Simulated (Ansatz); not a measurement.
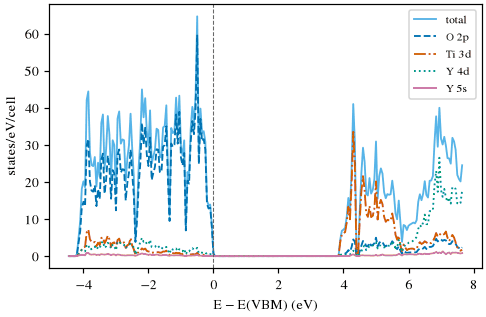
Figure: Total and projected density of states of Y2TiO5 in space group Pnma (No. 62; Pearson symbol oP32), DFT-r²SCAN in the program Ansatz with PAW potentials

Which orbitals carry the states next to the gap?

Top 1 eV of the valence band: O 2p 92 %. Bottom 1 eV of the conduction band: Ti 3d 77 %, O 2p 13 %, Y 4d 7 %. Projections are on Löwdin-orthogonalised atomic valence shells; empty p or d shells of many metals are not among them.

Where is the tallest occupied peak in this window, and what makes it?

Near -0.5 eV, about 65 states/eV per cell; the largest projected share is O 2p.

The workflow started from a Materials Project entry (that database holds measured and hypothetical structures alike); the Crystallography Open Database copy checked does not list it. Whether it is the stable phase at ambient conditions was not checked. The r²SCAN relaxation kept the symmetry of its start; its stability against distortions is not shown here. The run is not spin-polarised. Scalar-relativistic: spin–orbit coupling is off unless named, which matters more the heavier the elements.

Potentials: the later of the program's two PAW sets.
